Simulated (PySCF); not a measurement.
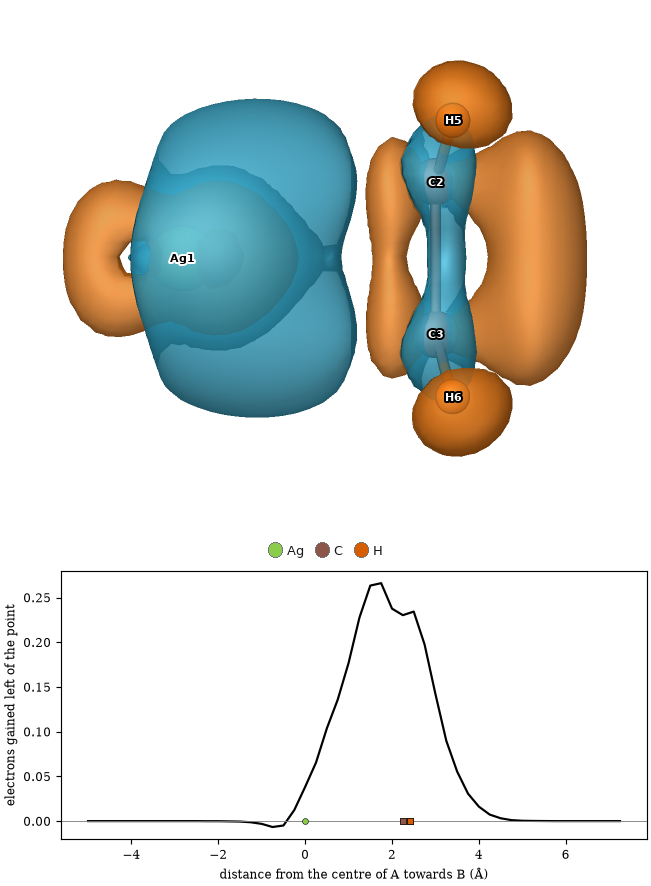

*C2H4Ag, charge +1, SMILES `[Ag+].C=C`. Density of the complex less the densities of the two fragments at the same geometry, ±0.02 e/Å³ (light blue: gain, orange: loss). Fragment A: Ag(+1) (atom 1); fragment B: H4C2. Below: the charge-displacement curve along the line of centres (A on the left).*

Method: PBE0/def2-SVPD; geometry: GFN2-xTB; program: PySCF. Core potentials replace the inner electrons of Ag; spin–orbit coupling isn't included. GFN2-xTB bond lengths at metals and heavier atoms can be off by up to 0.1 Å and shapes distorted, which carries into these values.

Coordinates in Å:

```
Ag1     -0.5830    0.0001    0.0001
C2       1.6750    0.6824   -0.0003
C3       1.6755   -0.6808   -0.0003
H4       1.8242    1.2353   -0.9278
H5       1.8294    1.2277    0.9272
H6       1.8255   -1.2336    0.9272
H7       1.8203   -1.2412   -0.9278
```

### How is the density rearranged on binding?

Hirshfeld charges show 0.181 e passing from B to A. By Hirshfeld charges, electrons gather most on Ag1 (−0.181 e) and leave H4, H5, H6 and H7 alike most (+0.036 e); 0.47 e is displaced in all.

### What is the interaction energy, and which contacts carry it?

The counterpoise-corrected interaction energy of the frozen fragments is −39.9 kcal/mol without dispersion correction and −41.2 kcal/mol with D3(BJ). D3 uses neutral-atom coefficients and tends to overbind metal cations. The pair geometry is semi-empirical, not a minimum at this level. Contacts: Ag1···C2, 2.36 Å, ρ = 0.060 a.u., a bond path close to vanishing (ellipticity 11.4). The pose is a local one from a semi-empirical search, not shown to be the most stable.
